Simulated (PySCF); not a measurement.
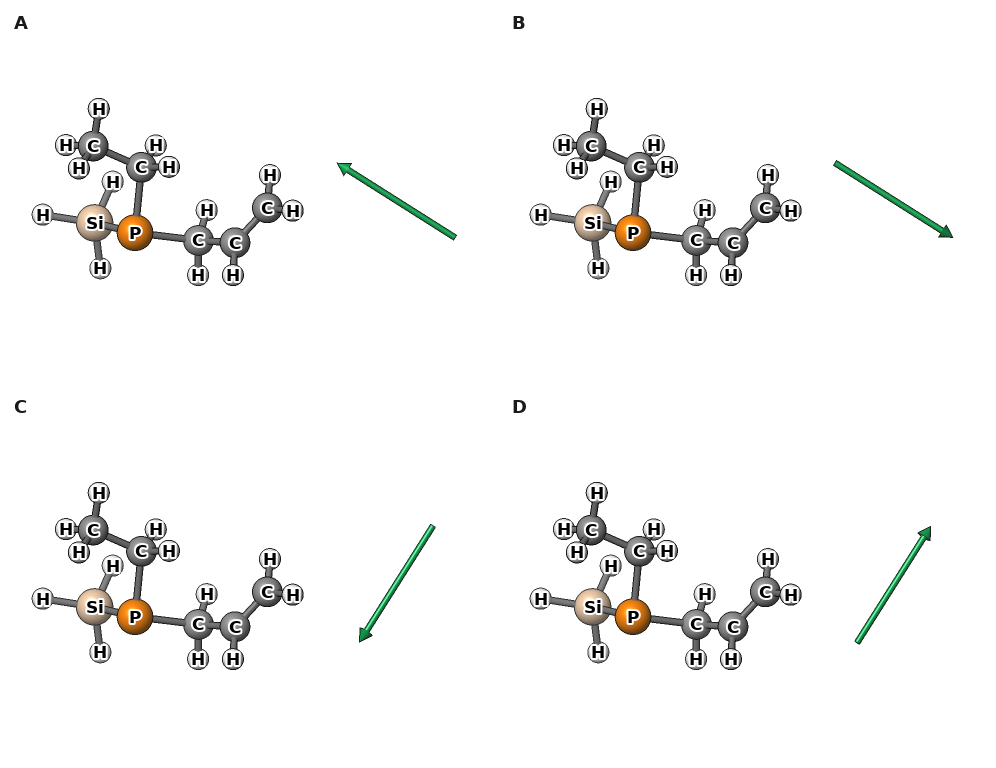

The same molecule four times, each with an arrow. Computed geometry: GFN2-xTB optimisation. No frequency run is at hand to confirm it as a minimum. Level of theory: PBE0/pcSseg-1, gas phase (PySCF 2.14.0).

Which arrow points along the dipole moment, from the negative to the positive end?

D. The dipole moment is 1.13 D.

The geometry is semi-empirical. Around P, Si such bond lengths and angles can be off by a tenth of an ångström or more and by several degrees, and values that hang on the shape move with them.
